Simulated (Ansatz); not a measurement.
# Lattice dynamics of Tl2Te (model cell, started as cuprite), part 2 of 2

How does Tl2Te (model cell, started as cuprite) vibrate, and is this structure a minimum?

Ansatz 0.2.0; DFT PBEsol, scalar-relativistic, plane waves, PAW.

So far. Step 3 (Relaxation, smearing width 0.01 eV): Little changed from the start: no atom moved by 0.005 Å and no cell edge by 0.1 %. The relaxed cell has a = 7.301 Å (conventional setting).

The structure was built from a prototype and need not be the compound's stable phase.

In doubt: the program warns that the response may not be converged on this k-mesh (step 6), which bears on dielectric and field responses.

### 4. Relaxing to small forces for the phonons

Phonons need a cell at rest on their own settings, so the relaxation is repeated with tight tolerances on forces and stress, using the mesh and the filling of the phonon run that follows.

input.yaml reads:

```yaml
crystal:
  lattice:
    - [7.3009906971, 0.0, 0.0]
    - [0.0, 7.3009906971, 0.0]
    - [0.0, 0.0, 7.3009906971]
  atoms:
    - { symbol: Te, position: [0.0, 0.0, 0.0] }
    - { symbol: Te, position: [0.5, 0.5, 0.5] }
    - { symbol: Tl, position: [0.25, 0.25, 0.25] }
    - { symbol: Tl, position: [0.75, 0.75, 0.25] }
    - { symbol: Tl, position: [0.75, 0.25, 0.75] }
    - { symbol: Tl, position: [0.25, 0.75, 0.75] }
kpoints:
  mp_grid: { grid: [4, 4, 4] }
hamiltonian:
  xc: pbesol
scf:
  occupations: { method: gaussian, width: 0.01 }
output:
  forces: true
  stress: true
  eigenvalues: true
relax:
  adjacent_minimum: "off"
  f_tol: 0.001
  max_steps: 60
  cell: { stress_tol: 0.01 }
```

Launch:

```sh
> ansatz run input.yaml --threads 8 --pin off --max-ram 14336MiB --backend cpu --events-out ev --progress --plain --runs-dir out
```

Numbers of over 12 decimals in the logs are rounded to 6 here.

Output:

```text
[...]
Crystal: 6 atoms, lattice volume = 389.175 Å³
Basis set: ecut = 420 eV, 7521 PW (Γ), exchange–correlation on 100×100×100 points (8 copies of the dense FFT grid, shifted against one another)
Bands: 51, of which v1, the nominal top of the filled ones, is band 42 counted from 1 (41 counted from 0)
Symmetry: 48 space group operations
[...]
k-points: 10 of 64
[...]
cell:  # Å, volume = 388.9605 Å³
    - [7.299647, 0, 0]
    - [0, 7.299647, 0]
    - [0, 0, 7.299647]
  atoms:
    - { symbol: Te, position: [0, 0, 0] }
    - { symbol: Te, position: [0.5, 0.5, 0.5] }
    - { symbol: Tl, position: [0.25, 0.25, 0.25] }
    - { symbol: Tl, position: [0.750000, 0.750000, 0.25] }
    - { symbol: Tl, position: [0.750000, 0.25, 0.750000] }
    - { symbol: Tl, position: [0.25, 0.750000, 0.750000] }
[key lines of the parts left out:]
SCF converged after 5 iterations
Free energy (F): -58983.389280 eV
Fermi energy:    2.665398 eV
P = ⅓ Tr σ = -0.0065 GPa (-0.065 kbar)
```

The job ended after 4.5 s (8 threads of Arm Neoverse V2, shared host; peak memory 1.2 GiB).

Little changed from the start: no atom moved by 0.005 Å and no cell edge by 0.1 %.

This step gave:

- pressure: -0.006461 GPa
- gap on the k-mesh: 0.09567 eV
- volume per atom: 64.83 Å³
- direct gap on mesh: 0.2017 eV

The forces vanish by symmetry and the pressure is -0.006 GPa, within the tolerances set. The cell now holds 64.83 Å³/atom.

### 5. Zone-centre response

The zone centre comes first: it holds the modes that light can see, as far as symmetry allows. No field response is asked.

input.yaml: that of step 4 with these lines changed.

```diff
@@ -2,5 +2,5 @@
   lattice:
-    - [7.3009906971, 0.0, 0.0]
-    - [0.0, 7.3009906971, 0.0]
-    - [0.0, 0.0, 7.3009906971]
+    - [7.2996465413, 0.0, 0.0]
+    - [0.0, 7.2996465413, 0.0]
+    - [0.0, 0.0, 7.2996465413]
   atoms:
@@ -19,9 +19,4 @@
 output:
-  forces: true
-  stress: true
   eigenvalues: true
-relax:
-  adjacent_minimum: "off"
-  f_tol: 0.001
-  max_steps: 60
-  cell: { stress_tol: 0.01 }
+phonons:
+  method: dfpt
```

Output:

```text
[...]
Crystal: 6 atoms, lattice volume = 388.960 Å³
Basis set: ecut = 420 eV, 7521 PW (Γ), exchange–correlation on 100×100×100 points (8 copies of the dense FFT grid, shifted against one another)
Bands: 51, of which v1, the nominal top of the filled ones, is band 42 counted from 1 (41 counted from 0)
Symmetry: 48 space group operations
k-points: 24 of 64 (irreducible under 2 space group operations, time reversal used)
[...]
SCF iter   1: F=—  HF=-58983.410589 eV  |F-HF|=—  |Δ(HF+E_count)|=         —  Δρ=3.48e-3  dr2=1.33e-1  ethr=1.77e-3  ⟨swp⟩=7.6  Hψ=4819  notcnv=0
[...]
SCF iter  11: F=-58983.389280 eV  HF=-58983.389280 eV  |F-HF|=1.46e-11  |Δ(HF+E_count)|=    0.00e0  Δρ=1.25e-8  dr2=1.18e-12  ethr=1.00e-12  ⟨swp⟩=12.5  Hψ=6042  notcnv=0
SCF 1 converged in 11 iterations: F = -58983.389280 eV  dr2 = 1.18e-12
[...]
DFPT response loops at Γ: preconditioner auto → none (the input reference at scf.mixing.eps_inf says where Resta's filter doesn't serve); β = 0.50; Broyden in place of MSR1
SCF converged after 11 iterations
Free energy (F): -58983.389280 eV
[...]
Internal energy: -58983.389280 eV  (E = F + TS)
E sigma→0 (E₀):  -58983.389280 eV
Fermi energy:    2.665399 eV
[...]
--- Band table (eV; the first three rows and the last of 24) ---
  k-point 0: bands = [... 38 lower, 0.4280, 2.5113, 2.5113, 2.5113, 2.7130, 2.7130, 4.4572, 4.4572, ... 5 higher]
  k-point 1: bands = [... 38 lower, 0.7629, 2.1288, 2.4042, 2.4042, 2.8794, 3.0931, 4.0312, 4.5067, ... 5 higher]
  k-point 2: bands = [... 38 lower, 1.4721, 1.4721, 2.3196, 2.3196, 3.3555, 3.3555, 3.6946, 3.6946, ... 5 higher]
  k-point 23: bands = [... 38 lower, 0.1845, 2.6174, 2.6174, 2.6174, 3.3616, 3.3616, 3.3616, 4.9361, ... 5 higher]
--- Phonons (Γ-DFPT): 2 representative perturbations + reference, on 24 of 64 k-points (Σ response iterations 6) ---
  k mesh reduced under 2 symmetry operations, with k and −k counted as one. Each operation leaves every solved perturbation unchanged. A smaller set is not used because it would not reduce the number of displacements times k-points to solve
  ASR residual: 8.085e-5 → 0.000e0 eV/Å²; symmetrization residual: 7.304e-5 eV/Å²
  ASR residual per site (eV/Å²): 6.30e-5 6.30e-5 8.08e-5 8.08e-5 8.08e-5 8.08e-5
  Γ frequencies (cm⁻¹): -54.61 -54.61 -54.61 -31.39 -31.39 -31.39 -16.79 -16.79 0.00 0.00 0.00 27.79 27.79 27.79 71.80 71.80 71.80 75.76
  non-analytic LO–TO correction: not included (Born effective charges unavailable; polar crystals: no LO–TO splitting at Γ)
```

Elapsed: 18 s, on 8 threads; peak memory 2.3 GiB; 2.3 min of CPU time.

This step gave:

* sum-rule residual before enforcement: 8.08e-5 eV/Å²
* point group: m-3m
* highest optical mode at the zone centre (no LO-TO term): 75.76 cm⁻¹
* lowest optical zone-centre mode: -54.61 cm⁻¹

Without the LO-TO term. Patterns of degenerate modes are one choice out of their space. Modes at Γ, with each element's share of the kinetic energy (negative means imaginary):

```tsv
mode	frequency (cm⁻¹)	symmetry	Te %	Tl %
1	-54.6	T1u	72	28
2	-54.6	T1u	72	28
3	-54.6	T1u	72	28
4	-31.4	T2u	0	100
5	-31.4	T2u	0	100
6	-31.4	T2u	0	100
7	-16.8	Eu	0	100
8	-16.8	Eu	0	100
9	0.0	acoustic	24	76
10	0.0	acoustic	24	76
11	0.0	acoustic	24	76
12	27.8	T1u	4	96
13	27.8	T1u	4	96
14	27.8	T1u	4	96
15	71.8	T2g	100	0
16	71.8	T2g	100	0
17	71.8	T2g	100	0
18	75.8	A2u	0	100
```

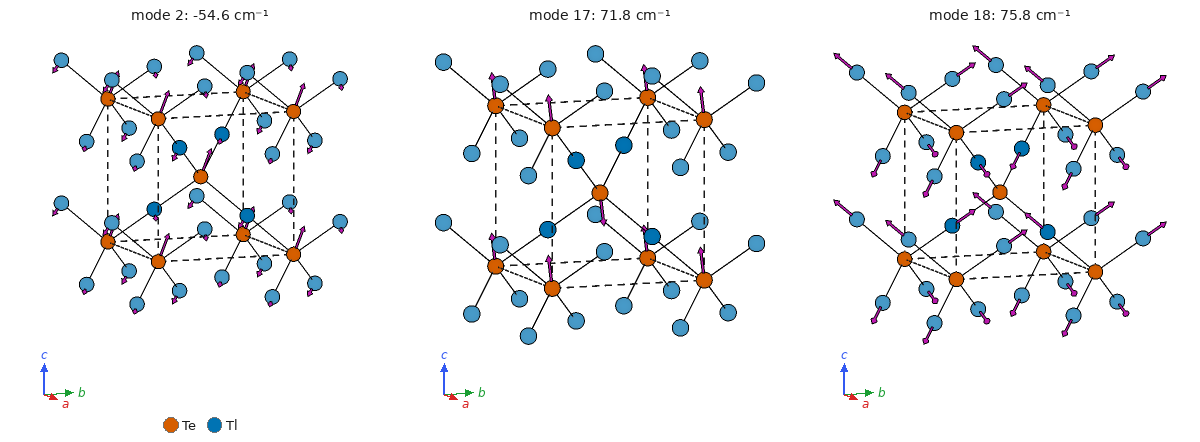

Displacement patterns of modes 2, 17 and 18 at Γ; arrows are exaggerated. Some periodic images of atoms are drawn too.

Before it was imposed, the acoustic sum rule was missed by 8.1e-5 eV/Å². Small misses are needed for a sound result but don't prove that mesh and cutoff are converged. The lowest optical mode is imaginary, 54.6i cm⁻¹, so the energy falls along it.

### 6. Response at finite wavevector

Stability and thermal properties need the whole zone. Linear response on a 2×2×2 q mesh gives force constants as far as a supercell of that size would.

input.yaml: that of step 5 with these lines changed.

```diff
@@ -22 +22,8 @@
   method: dfpt
+  qmesh: [2, 2, 2]
+  temperatures: { t_max: 1000, t_step: 50 }
+  qpath:
+    path:
+      - [[0.0, 0.0, 0.0], [0.0, 0.5, 0.0], [0.5, 0.5, 0.0], [0.0, 0.0, 0.0], [0.5, 0.5, 0.5], [0.0, 0.5, 0.0]]
+      - [[0.5, 0.5, 0.5], [0.5, 0.5, 0.0]]
+    npoints: 10
```

Output:

```text
Warning: phonons: the dynamical matrix that this run interpolates holds no multipole term above the dipole-dipole one, and a site of this crystal is no centre of inversion, so its interpolated transverse optical and acoustic branches and sound speeds can stay off near Gamma, and the density of states and the thermodynamics with them. What a run solves at a wave vector of phonons.qpoints, Gamma apart, where the deck admits one, is free of this, and under fd what a larger phonons.supercell samples
[...]
Crystal: 6 atoms, lattice volume = 388.960 Å³
Basis set: ecut = 420 eV, 7521 PW (Γ), exchange–correlation on 100×100×100 points (8 copies of the dense FFT grid, shifted against one another)
Bands: 51, of which v1, the nominal top of the filled ones, is band 42 counted from 1 (41 counted from 0)
Symmetry: 48 space group operations
k-points: 10 of 64
[...]
SCF iter   1: F=—  HF=-58983.410052 eV  |F-HF|=—  |Δ(HF+E_count)|=         —  Δρ=3.48e-3  dr2=1.33e-1  ethr=1.77e-3  ⟨swp⟩=7.6  Hψ=2017  notcnv=0
[...]
SCF iter  11: F=-58983.389280 eV  HF=-58983.389280 eV  |F-HF|=7.28e-12  |Δ(HF+E_count)|=  3.64e-11  Δρ=1.16e-8  dr2=1.09e-12  ethr=1.00e-12  ⟨swp⟩=12.5  Hψ=2511  notcnv=0
SCF 1 converged in 11 iterations: F = -58983.389280 eV  dr2 = 1.09e-12
[...]
SCF iter   4: F=-58983.389280 eV  HF=-58983.389280 eV  |F-HF|=1.46e-11  |Δ(HF+E_count)|=  7.28e-11  Δρ=3.34e-8  dr2=8.29e-12  ethr=1.00e-12  ⟨swp⟩=2.0  Hψ=1157  notcnv=0
SCF 2 converged in 4 iterations: F = -58983.389280 eV  dr2 = 8.29e-12
k-points: 18 of 64 (irreducible under 8 space group operations, time reversal used)
[...]
SCF iter   3: F=-58983.389280 eV  HF=-58983.389280 eV  |F-HF|=4.37e-11  |Δ(HF+E_count)|=  5.09e-11  Δρ=7.85e-8  dr2=4.46e-11  ethr=1.00e-12  ⟨swp⟩=1.8  Hψ=1952  notcnv=0
SCF 3 converged in 3 iterations: F = -58983.389280 eV  dr2 = 4.46e-11
NSCF: frozen V_eff on 4 k-points
[...]
k-points: 40 of 216 (irreducible under 8 space group operations, time reversal used)
[...]
SCF iter   6: F=-58983.393247 eV  HF=-58983.393247 eV  |F-HF|=3.42e-10  |Δ(HF+E_count)|=   2.33e-8  Δρ=1.32e-7  dr2=6.90e-11  ethr=1.00e-12  ⟨swp⟩=10.8  Hψ=10222  notcnv=0
SCF 4 converged in 6 iterations: F = -58983.393247 eV  dr2 = 6.90e-11
[...]
WARN: field response: the 6×6×6 k-mesh looks too coarse for the field response at k = (0.0000, 0.0000, 0.0000), direct gap 0.206 eV: take ε∞, Z* and everything formed from them as unconverged in the mesh. The response there varies over an interband length of 4.17 Å as this mesh's differences read it, which a coarse mesh reads short; the mesh's real-space period, 43.8 Å, is under 14 times that, 58.4 Å: inside a basis, on 8×8×8 points, no mesh in reach settles the response, and the basis was left for a k-mesh; the unit cell's calculation goes to no denser one, since its bounds end there (phonons.dielectric has them); [rest of the remark cut]
[...]
SCF converged after 11 iterations
Free energy (F): -58983.389280 eV
[...]
Internal energy: -58983.389280 eV  (E = F + TS)
E sigma→0 (E₀):  -58983.389280 eV
Fermi energy:    2.665399 eV
[...]
--- Band table (eV; the first three rows and the last of 10) ---
  k-point 0: bands = [... 38 lower, 0.4280, 2.5113, 2.5113, 2.5113, 2.7130, 2.7130, 4.4572, 4.4572, ... 5 higher]
  k-point 1: bands = [... 38 lower, 0.7629, 2.1288, 2.4042, 2.4042, 2.8794, 3.0931, 4.0312, 4.5067, ... 5 higher]
  k-point 2: bands = [... 38 lower, 1.4721, 1.4721, 2.3196, 2.3196, 3.3555, 3.3555, 3.6946, 3.6946, ... 5 higher]
  k-point 9: bands = [... 38 lower, 0.1845, 2.6174, 2.6174, 2.6174, 3.3616, 3.3616, 3.3616, 4.9361, ... 5 higher]
--- Phonons (Γ-DFPT): 2 representative perturbations + reference (Σ response iterations 6) ---
  ASR residual: 5.570e-5 → 0.000e0 eV/Å²; symmetrization residual: 5.928e-5 eV/Å²
  ASR residual per site (eV/Å²): 1.41e-5 1.41e-5 5.57e-5 5.57e-5 5.57e-5 5.57e-5
[...]
Unit cell's response to a homogeneous field, on a k mesh of 6×6×6: 1 representative field direction (Σ response iterations 10)
  ε∞ (high-frequency dielectric tensor):
       12.392166    -0.000000     0.000000
        0.000000    12.392166     0.000000
       -0.000000     0.000000    12.392166
  ε⁰ (static dielectric tensor): not given — the deck does not say what the cell's rigid motions are, and on a molecule in a box or a wire the rigid rotations would enter the sum over the modes at Γ. For a crystal or a slab, whose only rigid motions are the translations, set phonons.rigid_motions: translations.
  Born effective charges Z* (e; rows j = field, columns β = displacement):
    site 0:
        -5.80622    0.00000    0.00000
        -0.00000   -5.80622    0.00000
         0.00000   -0.00000   -5.80622
    site 1:
        -5.80622    0.00000    0.00000
        -0.00000   -5.80622    0.00000
         0.00000   -0.00000   -5.80622
    site 2:
         2.90311    1.75743    1.75743
         1.75743    2.90311    1.75743
         1.75743    1.75743    2.90311
    site 3:
         2.90311    1.75743   -1.75743
         1.75743    2.90311   -1.75743
        -1.75743   -1.75743    2.90311
    site 4:
         2.90311   -1.75743    1.75743
        -1.75743    2.90311   -1.75743
         1.75743   -1.75743    2.90311
    site 5:
         2.90311   -1.75743   -1.75743
        -1.75743    2.90311    1.75743
        -1.75743    1.75743    2.90311
  Z* charge neutrality: 8.614e-5 e pre-enforcement
  k-mesh period / interband length: 43.8 Å / 4.17 Å = 10.50 at k = (0.0000, 0.0000, 0.0000), direct gap 0.206 eV — UNDER 14: by this measure the k-mesh is too coarse for the response
  optical modes at Γ without the LO–TO term, one row a degenerate level:
      ω (cm⁻¹)  modes    IR ((D/Å)²/amu)
        -54.61      3            36.3672
        -31.38      3             0.0000
        -16.79      2             0.0000
         27.79      3            19.9887
         71.81      3             0.0000
         75.76      1             0.0000
  optical modes at Γ + LO–TO along q̂ = [1.0000, 0.0000, 0.0000]:
      ω (cm⁻¹)  modes    IR ((D/Å)²/amu)
        -54.61      2            24.2448
        -31.38      3             0.0000
        -31.33      1             0.9831
        -16.79      2             0.0000
         27.79      2            13.3258
         71.81      3             0.0000
         75.76      1             0.0000
         84.17      1            17.8022
  optical modes at Γ + LO–TO along q̂ = [0.0000, 1.0000, 0.0000]:
      ω (cm⁻¹)  modes    IR ((D/Å)²/amu)
        -54.61      2            24.2448
        -31.38      3             0.0000
        -31.33      1             0.9831
        -16.79      2             0.0000
         27.79      2            13.3258
         71.81      3             0.0000
         75.76      1             0.0000
         84.17      1            17.8022
  optical modes at Γ + LO–TO along q̂ = [0.0000, 0.0000, 1.0000]:
      ω (cm⁻¹)  modes    IR ((D/Å)²/amu)
        -54.61      2            24.2448
        -31.38      3             0.0000
        -31.33      1             0.9831
        -16.79      2             0.0000
         27.79      2            13.3258
         71.81      3             0.0000
         75.76      1             0.0000
         84.17      1            17.8022
--- Phonons (arbitrary-q DFPT): 4 irreducible q on the 2×2×2 mesh ---
  q = [0.0000, 0.0000, 0.0000] (star 1, of the zone-centre solve; hermiticity 6.96e-5, symmetrization 2.32e-11): -54.61 -54.61 -54.61 -31.38 -31.38 -31.38 -16.79 -16.79 -0.00 0.00 0.00 27.79 27.79 27.79 71.81 71.81 71.81 75.76
  q = [0.0000, 0.0000, -0.5000] (star 3, 4 solved perturbations in 105 linear systems a pass and spin channel, the states on 36 of 64 k-point pairs; hermiticity 5.05e-5, symmetrization 8.89e-11): -33.57 -33.57 -28.70 -28.70 -23.10 -23.10 -16.93 -16.93 8.97 8.97 35.59 35.59 42.34 42.34 68.97 68.97 86.00 86.00
[...]
sum rule: each row above includes the acoustic sum rule's correction from the zone centre's row sums; it moved no ω² by more than (0.41 cm⁻¹)²
  mesh force constants: q→R imaginary residual 1.79e-17; ASR residual 5.570e-5 → 0.000e0 eV/Å²; symmetrization residual 1.554e-15 eV/Å²
  interpolated dispersion: 63 rows × 18 modes
  density of states and harmonic sums: on the 10×10×10 q-mesh, interpolated from the force constants of a 2×2×2 supercell (with the dipole–dipole term)
  largest difference from the sums on the solved wave vectors: F 3.42e-1 eV, S 4.16e-4 and C_V 7.39e-5 eV/K
  zero-point energy: 0.028422 eV/cell   skipped modes (ω ≤ 0): 493, of them read as no rigid motion or as one in doubt: 490 (8.639e0 modes/cell left out, lowest -55.34 cm⁻¹)   left out of the sums: 4.80e-1 of the cell's modes: C_V's classical limit lies that fraction below 3 k_B per atom; for a crystal, a wire or a layer, F and S can be off by more, and a phonons.interpolated_qmesh denser along its periods is the remedy for the sampling
```

The job ended after 2.5 min (8 threads; peak memory 3.5 GiB).

Numbers from this step:

| Item | Value |
| --- | --- |
| sum-rule residual before enforcement | 5.57e-5 eV/Å² |
| lowest frequency on the path | -55.34 cm⁻¹ |
| highest frequency on the path or at a solved wavevector | 94.3 cm⁻¹ |
| lowest mode on the q mesh (acoustic modes at Γ apart) | -55.34 cm⁻¹ |

Frequencies (cm⁻¹) solved at each irreducible wavevector; negative means imaginary. Frequencies by wavevector, by row:

```tsv
q in reciprocal lattice units	star	mode 1	mode 2	mode 3	mode 4	mode 16	mode 17	mode 18
0 0 0	1	-54.6	-54.6	-54.6	-31.4	71.8	71.8	75.8
0 0 -0.5	3	-33.6	-33.6	-28.7	-28.7	69	86	86
0 -0.5 -0.5	3	-30.4	-30.4	-24.3	-24.3	73.5	82.1	82.1
-0.5 -0.5 -0.5	1	-55.3	-55.3	-55.3	-34.7	78.8	78.8	78.8
```

Interpolated from a 2×2×2 q mesh, with the LO-TO term (at Γ the limit along the path; where Γ stands inside the path, tables give the limit on arrival). The phonon branches at the labelled points (cm⁻¹):

```tsv
point	branch 1	branch 2	branch 3	branch 4	branch 15	branch 16	branch 17	branch 18
Γ	-55	-55	-31	-31	72	72	76	84
X	-34	-34	-29	-29	69	69	86	86
M	-30	-30	-24	-24	74	74	82	82
Γ	-55	-55	-31	-31	72	72	76	84
R	-55	-55	-55	-35	79	79	79	79
X	-34	-34	-29	-29	69	69	86	86
jump to R	-55	-55	-55	-35	79	79	79	79
M	-30	-30	-24	-24	74	74	82	82
```

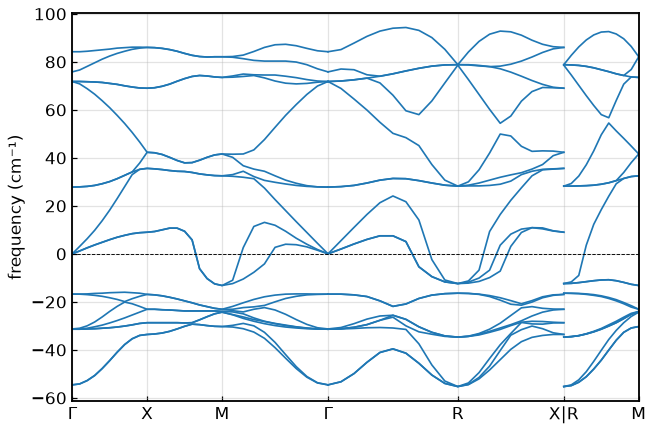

Phonon branches along the path.

The phonon density of states has structure finer than the step of the table below, so its rows give means over 5 cm⁻¹, whole bins alone (the curve runs from -55 to 95 cm⁻¹). Peaks (cm⁻¹: height): -29.0: 0.626, -21.0: 0.451, 9.0: 0.188, 31.0: 0.392, 71.0: 0.260, 87.0: 0.139.

Tetrahedra on a 10×10×10 mesh, mean over bins of 2 cm-1. Interpolated from a 2×2×2 q mesh. Table of phonon density of states by wavenumber; means over each step:

```tsv
wavenumber (cm⁻¹)	phonon density of states (1/cm⁻¹/cell)
-50	0.0274
-45	0.0549
-40	0.114
-35	0.202
-30	0.476
-25	0.302
-20	0.346
-15	0.0770
-10	0.0483
-5	0.0476
0	0.0473
5	0.112
10	0.148
15	0.0280
20	0.0357
25	0.0675
30	0.273
35	0.184
40	0.0289
45	0.0731
50	0.0632
55	0.0302
60	0.0448
65	0.0390
70	0.158
75	0.208
80	0.136
85	0.0868
90	0.108
```

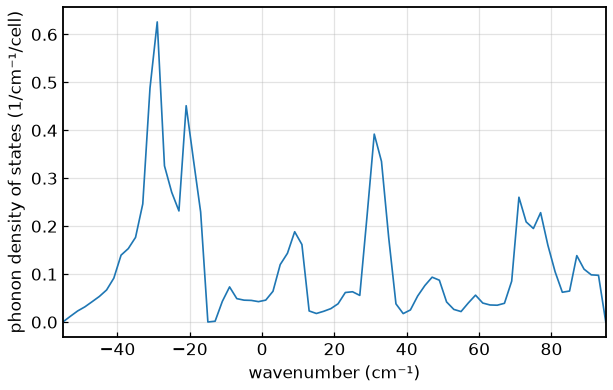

Phonon density of states against wavenumber.

The partial phonon density of states has structure finer than the step of the table below, so its rows give means over 10 cm⁻¹, whole bins alone (the curve runs from -64.6 to 106 cm⁻¹). Peaks (cm⁻¹: height): Te -38.8: 0.0548, 8.6: 0.0700, 33.3: 0.0744, 46.2: 0.0396, 74.2: 0.202; Tl -29.1: 0.470, 8.6: 0.100, 31.2: 0.236.

Phonopy on the run's constants, 9x9x9 mesh, Gaussian sigma 2.0 cm-1. Interpolated from a 2×2×2 q mesh. Table of partial phonon density of states by wavenumber; means over each step; values in 1/cm⁻¹/cell:

```tsv
wavenumber (cm⁻¹)	Te	Tl
-50	0.0194	0.0109
-40	0.0463	0.0653
-30	0.0255	0.349
-20	0.00770	0.265
-10	0.0172	0.0386
0	0.0150	0.0263
10	0.0511	0.0727
20	0.0188	0.0216
30	0.0517	0.157
40	0.0296	0.0399
50	0.0314	0.0257
60	0.0173	0.0199
70	0.118	0.0257
80	0.107	0.0337
90	0.0411	0.0459
100	0.00196	0.00245
```

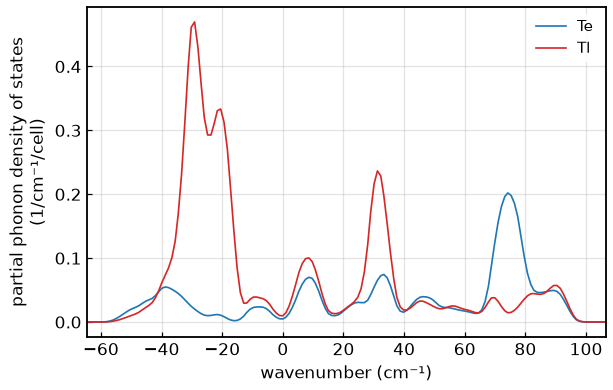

Partial phonon density of states against wavenumber.

Symmetry leaves 4 wavevectors to solve. The lowest mode among them, the acoustic zeros apart, lies at q = (-0.5, -0.5, -0.5) and is imaginary, 55.3i cm⁻¹, so the energy falls along it.

### 7. Summary of results

```yaml
space_group_after_relaxation_within_0p01_a: Pn-3m
volume_per_atom: 64.8 Å³
gap_on_the_k_mesh: 0.0957 eV
highest_optical_mode_at_the_zone_centre_no_lo_to_term: 75.8 cm⁻¹
lowest_optical_zone_centre_mode: -54.6 cm⁻¹
lowest_mode_on_the_q_mesh_acoustic_modes_at_gamma_apart: -55.3 cm⁻¹
highest_frequency_on_the_path_or_at_a_solved_wavevector: 94.3 cm⁻¹
imaginary_modes_on_the_2x2x2_q_mesh: yes
```

**Reading.** Modes are clearly imaginary (beyond 10i cm⁻¹) at 4 of the 4 irreducible wavevectors, most at q = (-0.5, -0.5, -0.5) (55.3i cm⁻¹), so this structure is not a minimum of the energy. Without the field, the optical modes at Γ span -55 to 76 cm⁻¹ (negative means imaginary). The highest mode in this list at Γ, 75.8 cm⁻¹, is mostly motion of Tl (100 % of the kinetic energy). The program warns that the interpolation holds no quadrupole term, so branches close to Γ can be off in this crystal. In at least one run the field response is not settled by the k meshes in reach, so its dielectric tensor, Born charges and longitudinal modes are rough. Spin-orbit coupling is left out, which can matter for the heavy elements here. The starting cell was built on a prototype and not taken from a measurement, so the phase need not exist. These are harmonic frequencies at zero temperature: anharmonic shifts, linewidths and thermal expansion are left out.

[Logs are printed without paths, hosts, clocks, repeated set-up lines and the standing remarks that a program may print on its own settings, such as how far it seeks lower states.]

[Hosts, paths, dates, database ids (printed as entryN), source tags and the programs' standing remarks are cut or masked in the printed files.]
